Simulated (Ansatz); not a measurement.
# Geometry relaxation of SiH4O

The run: geometry relaxation of SiH4O. Method and program: RKS PBE0-D4/def2-SVP (Ansatz 0.2.0).

It belongs to a series of runs on one base structure; here: start relaxed. Figures and captions count atoms from 1; the log counts them from 0 in places.

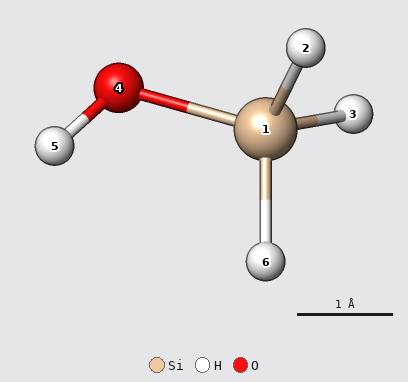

Figure 1. The starting structure (ball-and-stick view, seen at a tilt; atoms are numbered from 1 in the order of the input).

### Input file
```yaml
crystal:
  periodic: [false, false, false]
  atoms:
    - { symbol: Si, position_ang: [0.0, 0.0, 0.0] }
    - { symbol: H, position_ang: [0.0, 0.0, 1.46] }
    - { symbol: H, position_ang: [1.3768, 0.0, -0.4862] }
    - { symbol: O, position_ang: [-0.7913, 1.3709, -0.5594] }
    - { symbol: H, position_ang: [-1.7491, 1.1401, -0.7818] }
    - { symbol: H, position_ang: [-0.6877, -1.1914, -0.4862] }
basis:
  gaussian: { orbitals: def2-SVP }
hamiltonian:
  xc: pbe0
  dispersion: d4
relax:
  f_tol: 0.02
  max_steps: 40
```

Machine: 1 thread of Intel Xeon (Granite Rapids), 32 GiB of memory available, shared host.

Launch command:
```bash
ansatz run input.yaml --threads 1 --pin off --max-ram 2048MiB --backend cpu --events-out ev --progress --plain --runs-dir out
```

### The program's output
```
The last accepted step is kept in [file] (removed where the run ends without a failure and the disk answers)
Engine: ansatz 0.2.0, x86_64-unknown-linux-gnu
Functional definition: PBE0
  parameter a = 0.25
  parameter kappa = 0.804
  parameter beta = 0.06672455060314922
  exchange = (1 - a)*pbe_x(kappa = kappa, mu = beta*pi^2/3) + a*exact_x
  correlation = pbe_c(beta = beta)
527 factors; integrals over basis functions are off by at most 6.9e-4 eV
mean field evaluation 1: about -9977.3383 eV, gradient 4.3e1 eV
mean field evaluation 2: about -9971.4640 eV, gradient 7.0e1 eV
mean field evaluation 4: about -9980.5583 eV, gradient 6.3e-1 eV
mean field evaluation 8: about -9980.5597 eV, gradient 2.2e-3 eV
mean field -9980.55970176 eV, -366.7788039733 hartree, gradient 5.3e-5 eV, S^2 0.000000; 0 other end points of the search recorded, 0 dependent functions left out
the calculation of the forces begins
reference -9980.55972268 eV, -366.7788047423 hartree; 13, 13 occupied and 39, 39 virtual orbitals, 527 factors
relax step   1: F+E_penalty+E_count = -9980.61264289 eV  Δ(F+E_penalty+E_count) = +0.000e0 eV  max|allowed force component| = 2.029e0 eV/Å  Δτ_max = 0.0000 Å  (20 SCF iters, accepted)
these checks for a lower state are left out or cut short: starts, cluster_reference, orbital_swaps, neighbouring_geometries, increment
527 factors; integrals over basis functions are off by at most 7.4e-4 eV
mean field evaluation 16: about -9980.6534 eV, gradient 2.5e-5 eV
mean field -9980.65344993 eV, -366.7822491551 hartree, gradient 2.5e-5 eV, S^2 0.000000; 0 other end points of the search recorded, 0 dependent functions left out
the calculation of the forces begins
reference -9980.65347091 eV, -366.7822499260 hartree; 13, 13 occupied and 39, 39 virtual orbitals, 527 factors
relax step   2: F+E_penalty+E_count = -9980.70635752 eV  Δ(F+E_penalty+E_count) = -9.371e-2 eV  max|allowed force component| = 5.706e-1 eV/Å  Δτ_max = 0.0337 Å  (21 SCF iters, accepted)
these checks for a lower state are left out or cut short: starts, cluster_reference, orbital_swaps, neighbouring_geometries, increment
527 factors; integrals over basis functions are off by at most 7.7e-4 eV
mean field -9980.66711712 eV, -366.7827514150 hartree, gradient 1.3e-5 eV, S^2 0.000000; 0 other end points of the search recorded, 0 dependent functions left out
the calculation of the forces begins
reference -9980.66713817 eV, -366.7827521887 hartree; 13, 13 occupied and 39, 39 virtual orbitals, 527 factors
relax step   3: F+E_penalty+E_count = -9980.72004170 eV  Δ(F+E_penalty+E_count) = -1.368e-2 eV  max|allowed force component| = 2.842e-1 eV/Å  Δτ_max = 0.0270 Å  (21 SCF iters, accepted)
these checks for a lower state are left out or cut short: starts, cluster_reference, orbital_swaps, neighbouring_geometries, increment
527 factors; integrals over basis functions are off by at most 7.7e-4 eV
mean field -9980.68536058 eV, -366.7834218496 hartree, gradient 8.6e-6 eV, S^2 0.000000; 0 other end points of the search recorded, 0 dependent functions left out
the calculation of the forces begins
reference -9980.68538165 eV, -366.7834226240 hartree; 13, 13 occupied and 39, 39 virtual orbitals, 527 factors
relax step   4: F+E_penalty+E_count = -9980.73830150 eV  Δ(F+E_penalty+E_count) = -1.826e-2 eV  max|allowed force component| = 3.307e-2 eV/Å  Δτ_max = 0.1877 Å  (26 SCF iters, accepted)
these checks for a lower state are left out or cut short: starts, cluster_reference, orbital_swaps, neighbouring_geometries, increment
527 factors; integrals over basis functions are off by at most 7.7e-4 eV
mean field evaluation 32: about -9980.6866 eV, gradient 2.4e-5 eV
mean field -9980.68657140 eV, -366.7834663466 hartree, gradient 2.8e-5 eV, S^2 0.000000; 0 other end points of the search recorded, 0 dependent functions left out
the calculation of the forces begins
reference -9980.68659249 eV, -366.7834671218 hartree; 13, 13 occupied and 39, 39 virtual orbitals, 527 factors
relax step   5: F+E_penalty+E_count = -9980.73950557 eV  Δ(F+E_penalty+E_count) = -1.204e-3 eV  max|allowed force component| = 2.387e-2 eV/Å  Δτ_max = 0.0468 Å  (21 SCF iters, accepted)
these checks for a lower state are left out or cut short: starts, cluster_reference, orbital_swaps, neighbouring_geometries, increment
527 factors; integrals over basis functions are off by at most 7.7e-4 eV
mean field -9980.68661782 eV, -366.7834680527 hartree, gradient 8.8e-6 eV, S^2 0.000000; 0 other end points of the search recorded, 0 dependent functions left out
the calculation of the forces begins
reference -9980.68663893 eV, -366.7834688283 hartree; 13, 13 occupied and 39, 39 virtual orbitals, 527 factors
relax step   6: F+E_penalty+E_count = -9980.73955368 eV  Δ(F+E_penalty+E_count) = -4.812e-5 eV  max|allowed force component| = 3.567e-2 eV/Å  Δτ_max = 0.0133 Å  (22 SCF iters, accepted)
these checks for a lower state are left out or cut short: starts, cluster_reference, orbital_swaps, neighbouring_geometries, increment
527 factors; integrals over basis functions are off by at most 7.7e-4 eV
mean field -9980.68666213 eV, -366.7834696809 hartree, gradient 1.2e-5 eV, S^2 0.000000; 0 other end points of the search recorded, 0 dependent functions left out
the calculation of the forces begins
reference -9980.68668323 eV, -366.7834704564 hartree; 13, 13 occupied and 39, 39 virtual orbitals, 527 factors
relax step   7: F+E_penalty+E_count = -9980.73959829 eV  Δ(F+E_penalty+E_count) = -4.460e-5 eV  max|allowed force component| = 6.206e-4 eV/Å  Δτ_max = 0.0027 Å  (20 SCF iters, accepted)
```

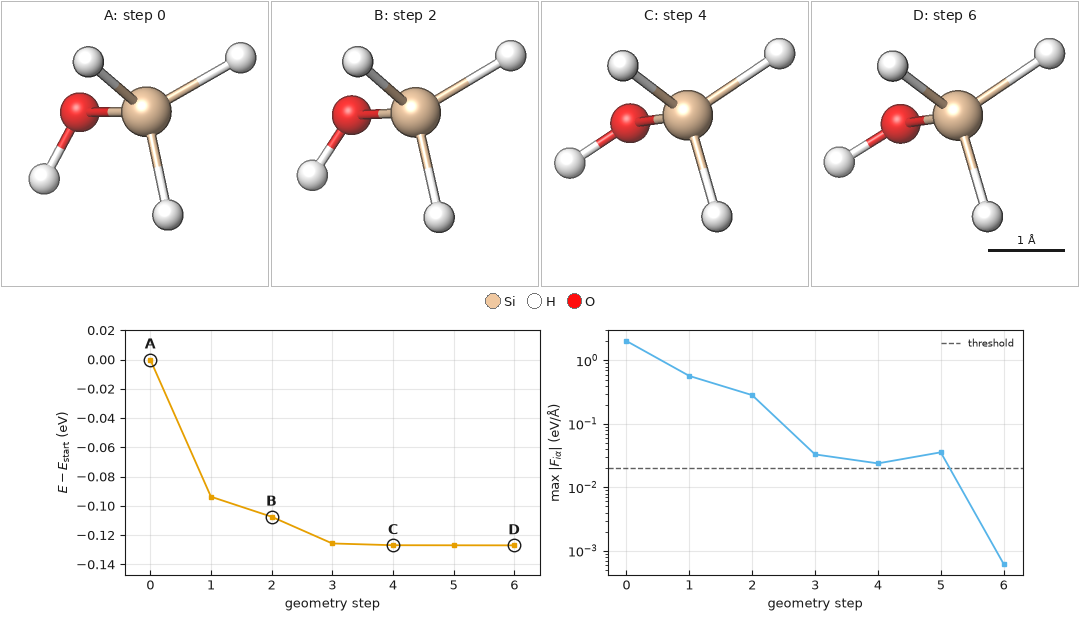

Figure 2. Frames of the relaxation (ball-and-stick view, seen at a tilt) above the curves, on which the letters mark them (the first geometry is step 0 here and step 1 in the log).

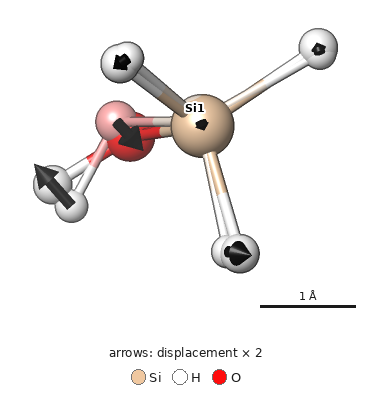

Figure 3. Start (faint) and end (solid) with the displacements as black arrows, magnified 2 times (ball-and-stick view, seen at a tilt). The two geometries are laid on each other by the best rigid fit. The largest move after the best rigid fit is that of H5, 0.30 Å. By element the largest moves are H 0.30 Å, O 0.22 Å, Si 0.05 Å. Among the contacts that change: O4–H5 1.010 → 0.961 Å, Si1–H2 1.460 → 1.498 Å, Si1–H3 1.460 → 1.487 Å, Si1–O4 1.679 → 1.666 Å. Among the angles that change: Si1–O4–H5 109.5° → 116.9°, H3–Si1–O4 109.5° → 106.3°, H2–Si1–O4 109.5° → 112.0°. Over 6 geometry steps the energy falls by 0.127 eV. The largest force component goes from 2 to 0.00062 eV/Å. (Atoms are counted from 1 in the order of the input.)

```
527 factors; integrals over basis functions are off by at most 7.7e-4 eV
mean field -9980.68666213 eV, -366.7834696809 hartree, gradient 1.2e-5 eV, S^2 0.000000; 1 other end points of the search recorded, 0 dependent functions left out
the calculation of the forces begins
reference -9980.68668323 eV, -366.7834704564 hartree; 13, 13 occupied and 39, 39 virtual orbitals, 527 factors
Total energy: -9980.73961939 eV, -366.7854158242 hartree
Atom 0 at    -0.020850    -0.030027    -0.040457 Å, force     0.000030    -0.000404     0.000229 eV/Å
Atom 1 at    -0.094892     0.022831     1.454396 Å, force    -0.000243     0.000137     0.000007 eV/Å
Atom 2 at     1.400646     0.052976    -0.470108 Å, force     0.000369     0.000090    -0.000064 eV/Å
Atom 3 at    -0.798512     1.261188    -0.749215 Å, force    -0.000064     0.000561    -0.000621 eV/Å
Atom 4 at    -1.738494     1.353314    -0.571228 Å, force     0.000037    -0.000220     0.000501 eV/Å
Atom 5 at    -0.599199    -1.340682    -0.476987 Å, force    -0.000129    -0.000163    -0.000053 eV/Å
Dipole moment:    -0.257632    -0.068857     0.115062 e Å
```

### Trajectory as extended XYZ (Å, eV, eV/Å), 7 frames, from step=1 to step=7
```
6
Properties=species:S:1:pos:R:3:forces:R:3 step=1 energy=-9980.61264
Si    0.0000    0.0000    0.0000   -0.2776   0.8296  -0.1627
H     0.0000    0.0000    1.4600    0.0667  -0.1266   0.6878
H     1.3768    0.0000   -0.4862    0.5533   0.0357  -0.1929
O    -0.7913    1.3709   -0.5594   -2.0286  -0.7792  -0.5556
H    -1.7491    1.1401   -0.7818    2.0128   0.6923   0.4448
H    -0.6877   -1.1914   -0.4862   -0.3267  -0.6518  -0.2214
6
Properties=species:S:1:pos:R:3:forces:R:3 step=2 energy=-9980.70636
Si   -0.0114    0.0065    0.0004   -0.0505   0.3356  -0.1118
H     0.0049   -0.0153    1.4856   -0.0034  -0.0227   0.1746
H     1.3865    0.0186   -0.4910    0.1329   0.0386  -0.0451
O    -0.8012    1.3647   -0.5910   -0.5598  -0.4937  -0.0604
H    -1.7384    1.1686   -0.7728    0.5706   0.3173   0.0911
H    -0.6918   -1.2236   -0.4848   -0.0897  -0.1752  -0.0483
6
Properties=species:S:1:pos:R:3:forces:R:3 step=3 energy=-9980.72004
Si   -0.0134    0.0032   -0.0035   -0.0046   0.1317  -0.0415
H    -0.0005   -0.0197    1.4919   -0.0070   0.0027  -0.0063
H     1.3933    0.0349   -0.4933   -0.0215   0.0061   0.0067
O    -0.8017    1.3529   -0.6066    0.1127  -0.2842   0.0681
H    -1.7358    1.1934   -0.7626   -0.1065   0.1378  -0.0250
H    -0.6931   -1.2452   -0.4794    0.0269   0.0058  -0.0020
6
Properties=species:S:1:pos:R:3:forces:R:3 step=4 energy=-9980.73830
Si   -0.0183   -0.0225   -0.0306    0.0214   0.0011  -0.0015
H    -0.0707    0.0099    1.4663   -0.0020   0.0020  -0.0156
H     1.3994    0.0523   -0.4765   -0.0086  -0.0142   0.0116
O    -0.7901    1.2845   -0.7176    0.0014  -0.0250   0.0011
H    -1.7453    1.3127   -0.6179   -0.0292   0.0331   0.0037
H    -0.6262   -1.3172   -0.4773    0.0170   0.0031   0.0008
6
Properties=species:S:1:pos:R:3:forces:R:3 step=5 energy=-9980.73951
Si   -0.0193   -0.0283   -0.0379   -0.0239   0.0156  -0.0071
H    -0.0887    0.0197    1.4574    0.0022  -0.0008  -0.0021
H     1.4011    0.0518   -0.4714    0.0007   0.0010   0.0004
O    -0.7968    1.2670   -0.7410    0.0118  -0.0144   0.0037
H    -1.7418    1.3439   -0.5832    0.0033   0.0010   0.0041
H    -0.6058   -1.3345   -0.4774    0.0059  -0.0025   0.0010
6
Properties=species:S:1:pos:R:3:forces:R:3 step=6 energy=-9980.73955
Si   -0.0223   -0.0296   -0.0399    0.0357  -0.0108   0.0023
H    -0.0927    0.0216    1.4552   -0.0089   0.0034  -0.0011
H     1.3993    0.0529   -0.4701   -0.0028   0.0003   0.0003
O    -0.7979    1.2627   -0.7482   -0.0141   0.0009   0.0006
H    -1.7388    1.3528   -0.5738   -0.0007   0.0033  -0.0008
H    -0.5989   -1.3408   -0.4767   -0.0091   0.0030  -0.0013
6
Properties=species:S:1:pos:R:3:forces:R:3 step=7 energy=-9980.73960
Si   -0.0209   -0.0300   -0.0405    0.0000  -0.0004   0.0002
H    -0.0949    0.0228    1.4544   -0.0002   0.0001   0.0000
H     1.4006    0.0530   -0.4701    0.0004   0.0001  -0.0001
O    -0.7985    1.2612   -0.7492   -0.0001   0.0006  -0.0006
H    -1.7385    1.3533   -0.5712    0.0000  -0.0002   0.0005
H    -0.5992   -1.3407   -0.4770   -0.0001  -0.0002  -0.0001
```

### Summary

- outcome: converged
- total energy: −9980.7396 eV
- mean-field energy: −9980.6867 eV
- largest force (length of the vector) at the end: 0.001 eV/Å
- wall time: 4.5 s
- peak memory: 0.11 GiB
